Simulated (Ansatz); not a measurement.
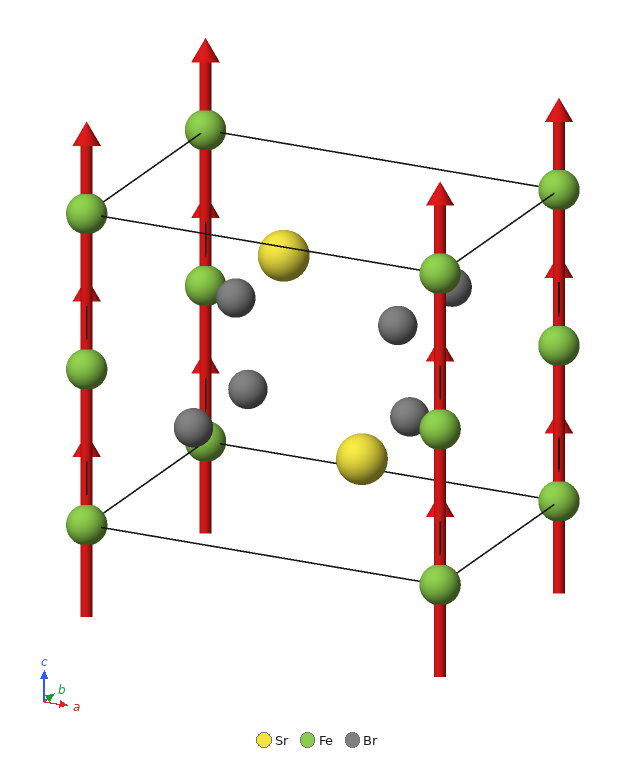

An orthographic spheres-only view of the structure, slightly off an axis. The parallelepiped is the simulation cell. Arrows are the site magnetic moments above 0.25 μB (those induced on non-metal atoms are left out); longer means larger, and red and blue are up and down (without spin-orbit coupling the axis itself is arbitrary).

This is the state reached for SrFeBr3. The calculation used DFT PBE, scalar-relativistic, plane waves, PAW in Ansatz, with a plane-wave cutoff of 420 eV, k-grid 6×6×8, Gaussian smearing of 0.1 eV, collinear spins.

### Describe the spin arrangement.

Ferromagnetic (within this cell). Site moments: 2 Fe +2.8 μB. The net spin moment of the whole cell is 6.0 μB, including what lies between the atoms and on sites without an arrow.

Its origin is a textbook structure type filled with these elements (whether it is the usual form wasn't checked). A relaxation with DFT PBE, scalar-relativistic, plane waves, PAW (Ansatz 0.2.0) gave the geometry drawn.
